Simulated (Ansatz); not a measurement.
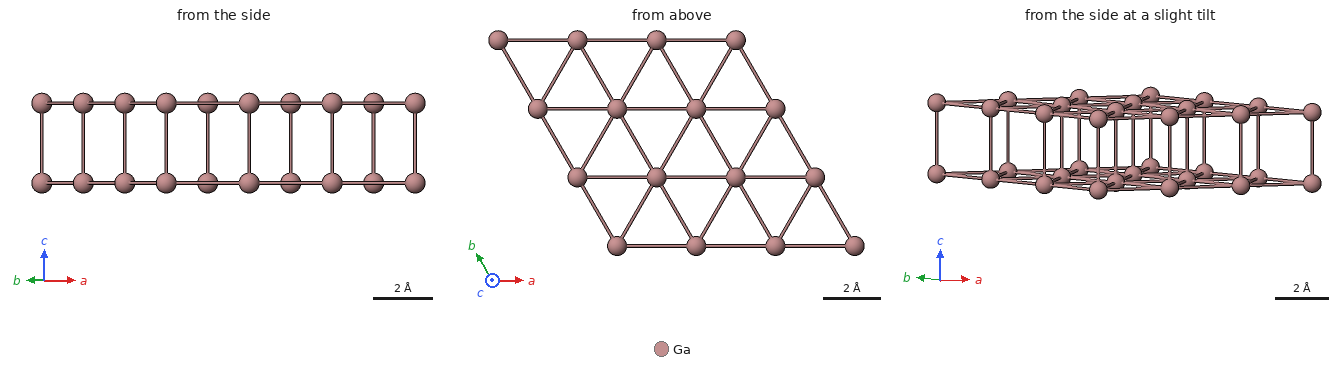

A ball-and-stick picture of a periodic sheet, seen from the side, from above and from the side at a slight tilt. The surface normal points up in side views; the vacuum is left out. 3×3 cells are drawn in the plane, with atoms at the edges repeated.

The cell holds 2 Ga.

> What is the thickness of the slab?

About 2.7 Å from the lowest to the highest atom.

> Name the atomic layers in order from the top face down.

Two planes: Ga / Ga.

> Describe the bonded network.

Ga is coordinated by seven Ga at about 2.7 to 2.8 Å. The bonds build Ga layers parallel to the surface.

Source of the structure: a structure type filled with this element by a generator (whether the element takes this form wasn't checked). What is shown is the relaxed result from DFT PBE, scalar-relativistic, plane waves, PAW in Ansatz.
